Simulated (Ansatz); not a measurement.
```
Si Ni Pt
1.0
     3.34022    0.00000    0.00000
     0.00000    6.23427    0.00000
     0.00000    0.00000    4.82048
Si Ni Pt
4 3 1
Direct
  0.50000 0.23379 0.15364
  0.50000 0.76621 0.15364
  0.00000 0.00000 0.84198
  0.00000 0.50000 0.83673
  0.50000 0.23789 0.66689
  0.50000 0.76211 0.66689
  0.00000 0.00000 0.34036
  0.00000 0.50000 0.33986
```

Space group Pmm2; a structure generated by program, which may or may not match a known phase; computed without spin polarisation.

Computed with Ansatz, DFT PBE, scalar-relativistic, plane waves, PAW.

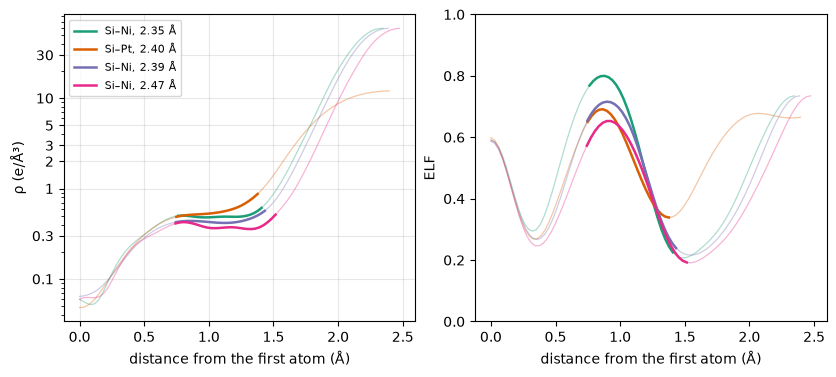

Si$_{4}$Ni$_{3}$Pt. Valence electron density and electron localisation function along straight lines between neighbouring atoms. Thin, pale parts lie inside the atomic spheres.

Core electrons are frozen (PAW), and the valence fields are smoothed inside the atomic spheres.

What can be read from the curves?

Answer. Si–Ni (2.35 Å): the density is about 0.49 e/Å³ at the midpoint; the ELF peaks at about 0.80 in the valence shell of Si, 0.9 Å from its nucleus, and is about 0.50 at the midpoint.
Si–Pt (2.40 Å): ρ is about 0.6 e/Å³ halfway; the ELF peaks at about 0.70 in the valence shell of Si, 0.9 Å from its nucleus, and is about 0.45 at the midpoint.
Si–Ni (2.39 Å): ρ is about 0.42 e/Å³ halfway; the ELF peaks at about 0.70 in the valence shell of Si, 0.9 Å from its nucleus, and is about 0.50 at the midpoint.
Si–Ni (2.47 Å): the density is about 0.37 e/Å³ at the midpoint; the ELF peaks at about 0.65 in the valence shell of Si, 0.9 Å from its nucleus, and is about 0.40 at the midpoint.
